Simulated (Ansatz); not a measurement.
# H2S···FH3Si (SMILES S.[SiH3]F): what the fields show

```xyz
8

S     0.2520   -0.5351   -2.3403
H     0.9539    0.6042   -2.4355
H    -0.8493    0.1151   -1.9335
Si   -0.0371   -0.0626    1.3557
F    -1.1722    0.7320    0.5446
H     1.2888    0.4465    0.9384
H    -0.1740   -1.5087    1.0741
H    -0.2620    0.2086    2.7965
```

Geometry: PBE0-D4/def2-TZVP.

Level of theory: RKS PBE0-D4/def2-TZVPPD (Ansatz).

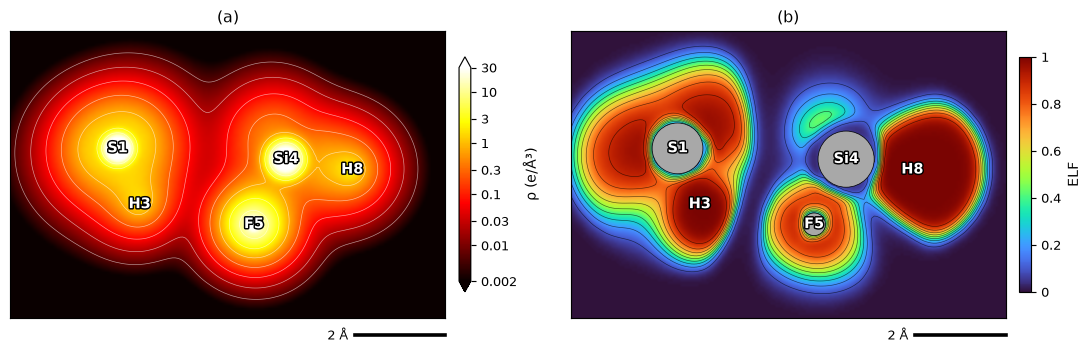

Figure 1. (a) total electron density; (b) electron localisation function on the plane of atoms F5, Si4 and H8. Grey discs cover the atomic cores in the ELF map.

Interpret the plot.

Answer.
- The section cuts through S, H, Si and F sites.
- Si4···S1 (3.74 Å): the density falls to about 0.04 e/Å³ on the way; the ELF dips to about 0 between them: a non-bonded, intermolecular contact.
- Si–F (1.61 Å): the density is about 1.2 e/Å³ at the midpoint; the ELF peaks at about 0.85 in the valence shell of F, 0.6 Å from its nucleus, and is about 0.55 at the midpoint.
- S–H (1.34 Å): ρ is about 1.5 e/Å³ halfway; the ELF climbs to about 1 towards the hydrogen, as it does in any bond to H.
- Si–H (1.48 Å): ρ at the midpoint is about 0.82 e/Å³; the ELF climbs to about 1 towards the hydrogen.
- The ELF also peaks beside F5 and S1, away from the bonds: lone-pair regions.

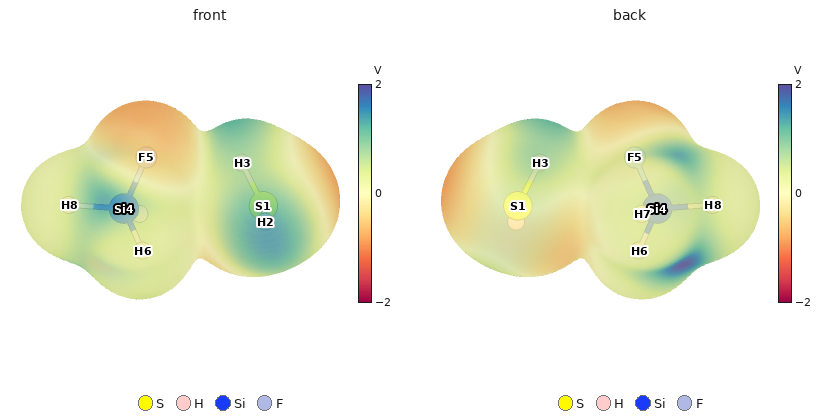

Figure 2. The electrostatic potential painted on the density surface at 0.002 e/bohr³, seen from the front and from behind; red is negative and blue positive.

Where is the surface potential most negative and most positive?

Answer. The most negative region (about −0.8 V) lies over S1 and F5, the most positive (about +1.8 V) over Si4.

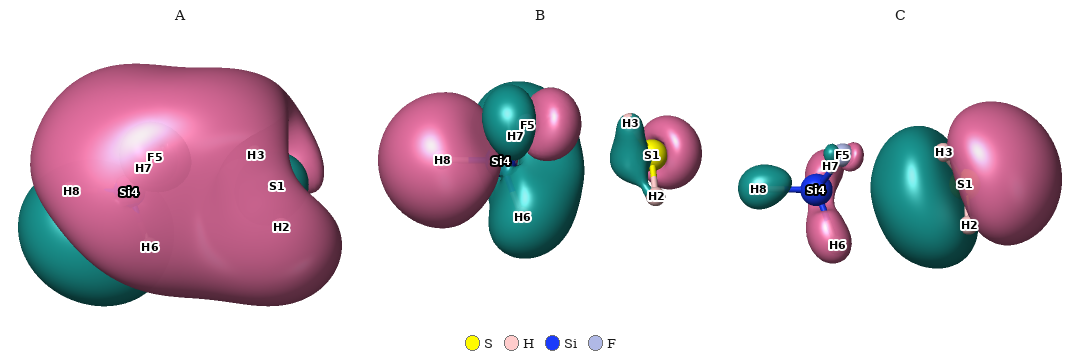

Figure 3. Three frontier orbitals at ±0.04 Å⁻³ᐟ² (teal and pink are the two phases), in no order.

Order the three orbitals by energy and name them.

Answer. B is the HOMO−1 (−9.69 eV). Its weight (Hirshfeld) is mainly on Si4 (about 35 %), H8 (about 30 %), H7 (about 15 %) and F5 (about 10 %). C is the HOMO (−7.59 eV). Its weight (Hirshfeld) is mainly on S1 (about 90 %); largely a lone pair of S1. A is the LUMO (−0.37 eV). It lies mainly on Si4 (about 50 %), S1 (about 10 %), F5 (about 10 %), H2 (about 10 %), H3 (about 5 %) and H6 (about 5 %).

What is the HOMO–LUMO gap?

Answer. 7.22 eV between the orbital energies.
